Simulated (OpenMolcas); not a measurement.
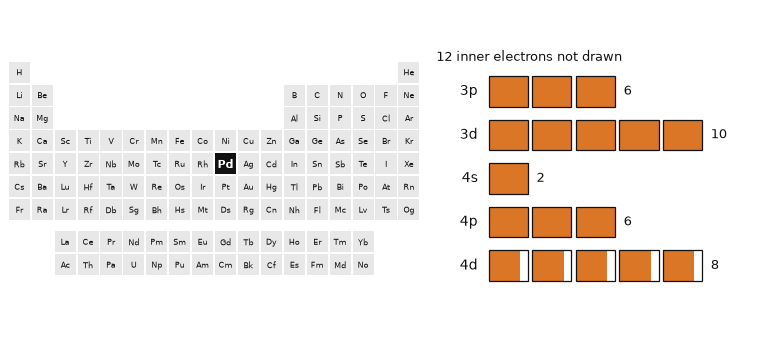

Figure 1. Left, the place of palladium in the periodic table; right, the outer shells of the leading configuration of the lowest level: a box for each of the 2l + 1 orbitals, shaded by the share of the shell that is filled, with the electron count at the right.

Multiconfigurational calculation, with input and output: Pd²⁺ complex

Pd²⁺ with 6 ligands (F; octahedron, 2.115 Å), embedded in LiF by model potentials and point charges, whose field is part of the energies. Computed at this level: state-averaged SS-CASPT2, IPEA shift 0.25, imaginary shift 0.1 hartree, closed shells 4s 4p of the metal and the valence shells of the ligands correlated, active space 8 electrons in the shell 4d, basis ANO-RCC-VTZP on the metal and ANO-RCC-VDZP on the ligands, DKH2 scalar Hamiltonian, spin-orbit coupling by RASSI with atomic mean-field integrals (OpenMolcas).

## Log (extracts)
```
--- CASPT2 ---
Orbital specifications:
      -----------------------

      Symmetry species                           1   2
                                                ag  au
      Frozen orbitals                           11   9
      Inactive orbitals                         13  15
      Active orbitals                            5   0
      Secondary orbitals                        49  50
      Deleted orbitals                           0   0
      Number of basis functions                 78  74
Type of calculation                        SS-CASPT2
      Fock operator                              state-specific
      IPEA shift                                 0.25
      Real shift                                 0.00
      Imaginary shift                            0.10
      The input orbitals will be transformed to quasi-canonical
Reference energy:       -5641.9668235151
      E2 (Non-variational):      -1.7755800803
      Shift correction:          -0.0009474926
      E2 (Variational):          -1.7765275730
      Total energy:           -5643.7433510881
      Residual norm:              0.0000009844
      Reference weight:           0.72925
      Contributions to the CASPT2 correlation energy
      Active & Virtual Only:         -0.2047286009
      One Inactive Excited:          -0.3194982968
      Two Inactive Excited:          -1.2513531826
Reference energy:       -5641.8963691907
      E2 (Non-variational):      -1.7614342666
      Shift correction:          -0.0009260156
      E2 (Variational):          -1.7623602822
      Total energy:           -5643.6587294729
      Residual norm:              0.0000003594
      Reference weight:           0.73227
      Contributions to the CASPT2 correlation energy
      Active & Virtual Only:         -0.2011359764
      One Inactive Excited:          -0.3205511523
      Two Inactive Excited:          -1.2397471380
::    CASPT2 Root  1     Total energy:  -5643.74335109
::    CASPT2 Root  2     Total energy:  -5643.65872947
::    CASPT2 Root  3     Total energy:  -5643.65872524
::    CASPT2 Root  4     Total energy:  -5643.65861740
::    CASPT2 Root  5     Total energy:  -5643.63005366
::    CASPT2 Root  6     Total energy:  -5643.63006788
::    CASPT2 Root  7     Total energy:  -5643.63007859
::    CASPT2 Root  8     Total energy:  -5643.56649231
::    CASPT2 Root  9     Total energy:  -5643.56651620
::    CASPT2 Root 10     Total energy:  -5643.56666115
--- CASPT2 ---
Orbital specifications:
      -----------------------

      Symmetry species                           1   2
                                                ag  au
      Frozen orbitals                           11   9
      Inactive orbitals                         13  15
      Active orbitals                            5   0
      Secondary orbitals                        49  50
      Deleted orbitals                           0   0
      Number of basis functions                 78  74
Type of calculation                        SS-CASPT2
      Fock operator                              state-specific
      IPEA shift                                 0.25
      Real shift                                 0.00
      Imaginary shift                            0.10
      The input orbitals will be transformed to quasi-canonical
Reference energy:       -5641.9050627427
      E2 (Non-variational):      -1.7991814173
      Shift correction:          -0.0010402040
      E2 (Variational):          -1.8002216213
      Total energy:           -5643.7052843640
      Residual norm:              0.0000000699
      Reference weight:           0.72307
      Contributions to the CASPT2 correlation energy
      Active & Virtual Only:         -0.2080461169
      One Inactive Excited:          -0.3339135528
      Two Inactive Excited:          -1.2572217475
Reference energy:       -5641.9050627427
      E2 (Non-variational):      -1.7991833091
      Shift correction:          -0.0010402014
      E2 (Variational):          -1.8002235105
      Total energy:           -5643.7052862532
      Residual norm:              0.0000000699
      Reference weight:           0.72307
      Contributions to the CASPT2 correlation energy
      Active & Virtual Only:         -0.2080470391
      One Inactive Excited:          -0.3339145304
      Two Inactive Excited:          -1.2572217396
::    CASPT2 Root  1     Total energy:  -5643.70528436
::    CASPT2 Root  2     Total energy:  -5643.70528625
::    CASPT2 Root  3     Total energy:  -5643.66593568
::    CASPT2 Root  4     Total energy:  -5643.61798419
::    CASPT2 Root  5     Total energy:  -5643.61800981
::    CASPT2 Root  6     Total energy:  -5643.61800571
::    CASPT2 Root  7     Total energy:  -5643.60414640
::    CASPT2 Root  8     Total energy:  -5643.60377110
::    CASPT2 Root  9     Total energy:  -5643.60431119
::    CASPT2 Root 10     Total energy:  -5643.52381228
::    CASPT2 Root 11     Total energy:  -5643.52380642
::    CASPT2 Root 12     Total energy:  -5643.52362775
::    CASPT2 Root 13     Total energy:  -5643.52363381
::    CASPT2 Root 14     Total energy:  -5643.52363216
::    CASPT2 Root 15     Total energy:  -5643.45559172
```

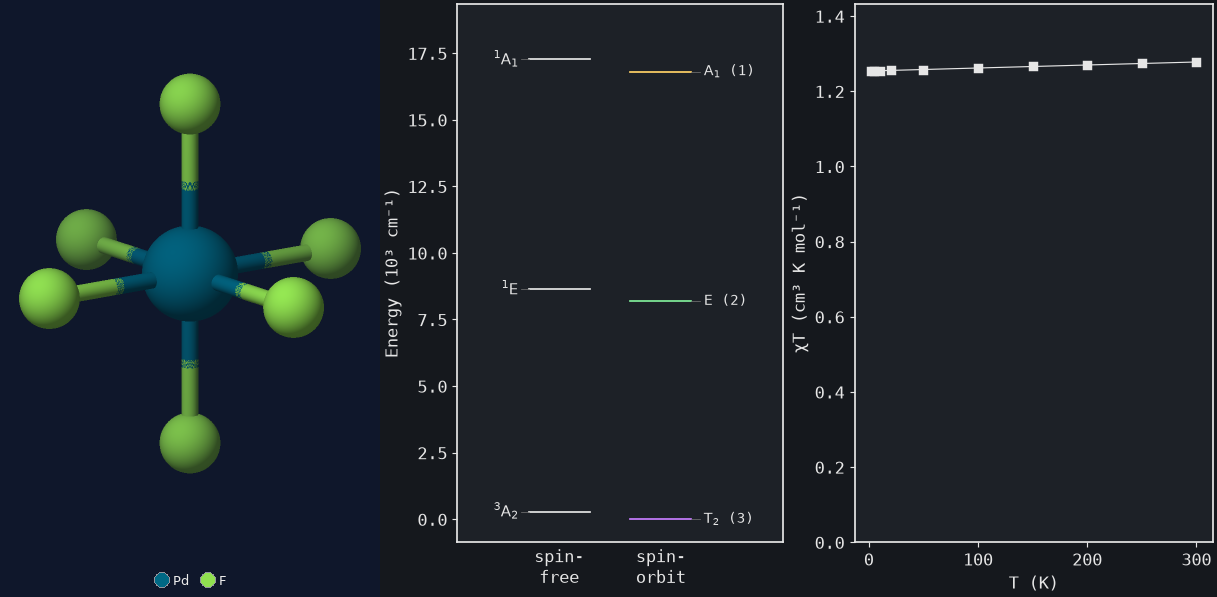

Figure 2. Pd²⁺ (4d⁸) as a dopant in LiF, a cluster with its 6 nearest F⁻ at 2.115 Å (octahedron) embedded in model potentials and point charges; the geometry was set, not optimised, and its levels and susceptibility. Labels give the representation in O, Td, D4 or D3 as the site allows (double group for half-integer spin) where it could be assigned and, in brackets, the degeneracy; spin-free states, where drawn, share the zero of the spin-orbit levels. Powder susceptibility by Van Vleck's formula. The ground level is T₂, 3-fold degenerate, 100 % from states of spin multiplicity 3. The next level lies at 8,190 cm⁻¹ (E). The lowest spin-free state is ³A₂. χT is 1.25 cm³ K mol⁻¹ at 2 K and 1.28 at 300 K, an effective moment of 3.20 μB.

## The input
```
&GATEWAY
Basis set
Pd.ANO-RCC-VTZP.
Pd1 0.0 0.0 0.0 Angstrom
End of basis
Basis set
F.ANO-RCC-VDZP.
L1 2.115000 0.000000 0.000000 Angstrom
L2 0.000000 2.115000 0.000000 Angstrom
L3 0.000000 0.000000 2.115000 Angstrom
End of basis
Basis set
Li.EMB-AIMP.Seijo.0s.0s.ECP.LiF.
PseudoCharge
* 67 symmetry-unique lattice sites within 7.6 angstrom
End of basis
Basis set
F.EMB-AIMP.Seijo.0s.0s.ECP.LiF.
PseudoCharge
* 55 symmetry-unique lattice sites within 7.6 angstrom
End of basis
Symmetry
XYZ
AngMom=0.0 0.0 0.0
AMFI
RICD
XField
973 Angstrom 0
* Evjen-weighted lattice charges
&SEWARD
&RASSCF
FileOrb=start.orb
Symmetry=1
Spin=3
nActEl=8 0 0
Inactive=24 24
Ras2=5 0
CIRoot=10 10 1
SDav=10
CIMx=300
Iter=150 100
PrWF=0.3
OrbListing=Nothing
MaxOrb=0
LevShft=1.0
>>> COPY $Project.JobIph JOB001
&RASSCF
FileOrb=start.orb
Symmetry=1
Spin=1
nActEl=8 0 0
Inactive=24 24
Ras2=5 0
CIRoot=15 15 1
SDav=15
CIMx=300
Iter=150 100
PrWF=0.3
OrbListing=Nothing
MaxOrb=0
LevShft=1.0
>>> COPY $Project.JobIph JOB002
&RASSI
NrOfJobIphs=2 10 15
1 2 3 4 5 6 7 8 9 10
1 2 3 4 5 6 7 8 9 10 11 12 13 14 15
IphNames
JOB001
JOB002
EJob
SpinOrbit
DIPRint=1.0
SOCoupling=1000.0
Subsets=2
Property=9
'ANGMOM' 1 'ANGMOM' 2 'ANGMOM' 3 'MLTPL  1' 1 'MLTPL  1' 2 'MLTPL  1' 3
'AMFI' 1 'AMFI' 2 'AMFI' 3
SOProperty=3
'ANGMOM' 1 'ANGMOM' 2 'ANGMOM' 3
>>> COPY JOB001 $Project.JobIph
&CASPT2
Multistate=10 1 2 3 4 5 6 7 8 9 10
NoMult
Frozen=11 9
IPEA=0.25
Imaginary=0.1
MaxIter=60
WThr=0.0 0.3 0.05
PrWF=0.5
NoMix
>>> COPY JOB002 $Project.JobIph
&CASPT2
Multistate=15 1 2 3 4 5 6 7 8 9 10 11 12 13 14 15
NoMult
Frozen=11 9
IPEA=0.25
Imaginary=0.1
MaxIter=60
WThr=0.0 0.3 0.05
PrWF=0.5
NoMix
```

The file start.orb holds starting orbitals from an earlier step. A driver script formed the levels outside the program, from RASSI's spin-orbit matrix and the CASPT2 energies (for multi-state variants, the effective Hamiltonian), averaged over the components of each term or state. The log and the time are those of the CASPT2 step.

Launched with:
```bash
OMP_NUM_THREADS=1 MOLCAS_MEM=2457 MOLCAS_PROJECT=a pymolcas a.inp > a.log  # once for each step of the input, in one work folder
```

## Results in brief

- outcome: converged
- energy of the lowest spin-free term: −5643.74335 hartree
- energy of the lowest spin-orbit level: −5643.74465 hartree
- CASPT2 correlation energy: −1.7765 hartree
- largest spread among components of a term: 118.5 cm⁻¹
- lowest reference weight: 0.721
- hardware: 1 thread of Arm Neoverse V1, 24 GiB of memory available, shared host
- wall time: 94 s
- peak memory: 0.4 GiB

## Remarks

The components of ¹T1, which symmetry makes degenerate, are split by 119 cm⁻¹ in CASPT2. This is an artefact; the levels of such states rest on averages and are uncertain by about as much. Caveats: the geometry is set by hand, with no relaxation.
